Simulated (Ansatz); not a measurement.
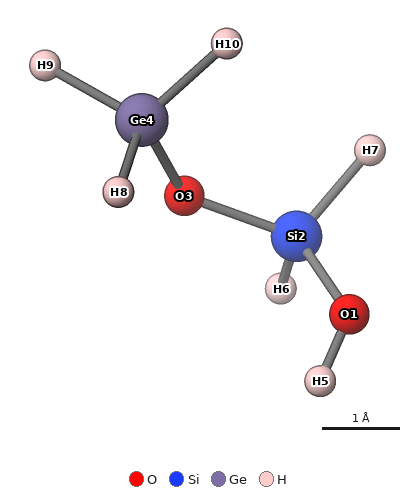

Fig. 1: The input geometry of run 1 (ball-and-stick view, seen at a tilt; atoms are numbered from 1 in the order of the input). Sticks mark near contacts.

# Two runs on GeSiH6O2

System: GeSiH6O2, SMILES O[SiH2][O][GeH3].
Method of run 1: RKS SPW92/def2-TZVPP (Ansatz 0.2.0).

The geometry comes from this level: PBE0-D4/def2-TZVP. Text and figures count atoms from 1; the logs count them from 0 in places.

## Input file, run 1
```yaml
crystal:
  periodic: [false, false, false]
  atoms:
    - {symbol: O, position_ang: [-0.957040, 0.534300, -1.837007]}
    - {symbol: Si, position_ang: [-0.269605, 1.230989, -0.516561]}
    - {symbol: O, position_ang: [-0.183595, 0.224079, 0.759396]}
    - {symbol: Ge, position_ang: [0.677685, -1.306086, 1.047303]}
    - {symbol: H, position_ang: [-1.897208, 0.352534, -1.805933]}
    - {symbol: H, position_ang: [-1.065332, 2.399374, -0.065179]}
    - {symbol: H, position_ang: [1.086134, 1.615816, -0.975918]}
    - {symbol: H, position_ang: [-0.234980, -2.455391, 0.594712]}
    - {symbol: H, position_ang: [0.937524, -1.358047, 2.557236]}
    - {symbol: H, position_ang: [1.989317, -1.288868, 0.244948]}
basis:
  gaussian: {orbitals: def2-TZVPP}
hamiltonian: {xc: lda}
output: {orbitals: {seedname: orbitals}}
```

Hardware: 4 CPU threads, shared host.

## Output (run 1)
```
Functional definition: SPW92
  exchange = slater_x
  correlation = pw_c
1302 factors; their error is unknown
mean field evaluation 1: about -68432.6818 eV, gradient 8.9e1 eV
mean field evaluation 2: about -68357.7654 eV, gradient 2.1e2 eV
mean field evaluation 4: about -68443.9991 eV, gradient 2.2e1 eV
mean field evaluation 8: about -68444.7397 eV, gradient 9.6e-2 eV
mean field evaluation 16: about -68444.7118 eV, gradient 1.3e-5 eV
mean field -68444.71178699 eV, -2515.2967646800 hartree, gradient 1.3e-5 eV, S^2 0.000000; 0 other end points of the search recorded, 0 dependent functions left out
reference -68444.71182950 eV, -2515.2967662421 hartree; 34, 34 occupied and 202, 202 virtual orbitals, 1302 factors
Total energy: -68444.71182950 eV, -2515.2967662421 hartree
```

Run 2 used a changed input.

## The two runs side by side

```csv
quantity,run 1,run 2
outcome,converged,converged
total energy (hartree),−2515.296766,−2520.453195
HOMO (eV),−7.17,−10.99
LUMO (eV),−1.10,2.09
basis functions,236,236
wall time (shared host),1.1 s,6 s
```

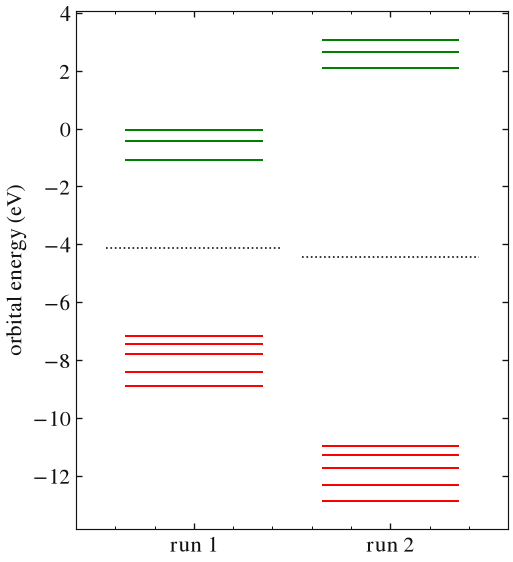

Fig. 2: The five highest filled and three lowest empty orbital energies of the two runs; the dotted lines part filled from empty levels. The HOMO–LUMO gap is 6.07 eV in run 1 and 13.07 eV in run 2.

What was changed in the input?

The change (lines with − go, lines with + come):
```diff
-hamiltonian: {xc: lda}
+hamiltonian: {xc: {name: wB97X-V}}
```

The total energies belong to different methods, so their difference says nothing on which is more stable or more accurate. The HOMO goes from −7.17 to −10.99 eV. The LUMO goes from −1.10 to 2.09 eV.

## Output (run 2)
```
Functional definition: wB97X-V
  parameter omega = 0.3/bohr
  parameter cx = 0.167
  parameter cx1 = 0.603
  parameter cx2 = 1.194
  parameter css0 = 0.556
  parameter css1 = -0.257
  parameter cos0 = 1.219
  parameter cos1 = -1.850
  parameter b = 6.0
  parameter c = 0.01
  exchange = spin_sum(e_x_unif_sr(omega)*poly(b97_u_x, 1 - cx, cx1, cx2)) + cx*exact_x_sr(omega) + exact_x_lr(omega)
  correlation = spin_sum(e_c_pw_same_spin*poly(b97_u_same, css0, css1))
      + integral(e_c_pw_opposite_spin*poly(b97_u_opposite, cos0, cos1)) + vv10(b, c)
1336 factors; their error is unknown
293 factors; integrals over basis functions are off by at most 9.6e-6 eV
mean field evaluation 1: about -68578.0860 eV, gradient 6.6e1 eV
mean field evaluation 2: about -68575.7113 eV, gradient 7.8e1 eV
mean field evaluation 4: about -68584.8093 eV, gradient 3.4e0 eV
mean field evaluation 8: about -68584.8370 eV, gradient 8.5e-2 eV
mean field evaluation 16: about -68585.0254 eV, gradient 3.0e-5 eV
mean field -68585.02539429 eV, -2520.4531946404 hartree, gradient 3.0e-5 eV, S^2 0.000000; 0 other end points of the search recorded, 0 dependent functions left out
reference -68585.02539210 eV, -2520.4531945598 hartree; 34, 34 occupied and 202, 202 virtual orbitals, 1336 factors
Total energy: -68585.02539210 eV, -2520.4531945598 hartree
```
